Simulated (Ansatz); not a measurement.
# The potential step between two gates: Zr2COS MXene under 2H-MoSSe, AB

Two oppositely charged gates put a neutral stack in a displacement field D. The voltage between them is D/ε₀ times an electrical distance, shorter than the real one because the stack screens.

**Method.** Ansatz 0.2.0, plane waves with PAW datasets (its set soft_2), PBE-D3(BJ); isolated slab, charged sheets 4 Å from the outer atoms behind model barriers, atoms held. Voltages count from the uncharged case.

```tsv
run	D/ε₀ (V/nm)	step in an electron's potential, upper less lower gate (eV)
run 1	0.000	0.000
run 2	0.543	0.380
run 3	1.086	0.745
run 4	2.171	1.452
run 5	4.343	?
```

Q: Estimate the withheld value from the rows shown.

A least-squares line through the 4 rows shown has slope 0.6671 and intercept 0.0105; no row lies more than 0.011 eV off it. The size of the slope, 0.667 nm, is the electrical distance; the sheets are 1.978 nm apart, and screening reaches beyond the outer atoms. At 4.343 it gives 0.6671 × 4.343 + 0.0105 = 2.908 eV, beyond the rows fitted. Rounding and scatter of the rows alone allow about ±0.033 eV there.

The run itself gives 2.835 eV: a miss of −0.073 eV, or 2.6 % of the value. Screening changes with the field.

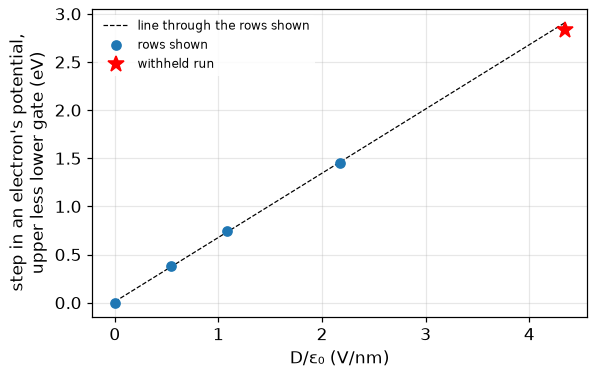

The fit and the withheld run.

Caveats: The gates are model sheets, not atoms.

[Logs are printed without paths, hosts, clocks, repeated set-up lines and the standing remarks that a program may print on its own settings, such as how far it seeks lower states.]
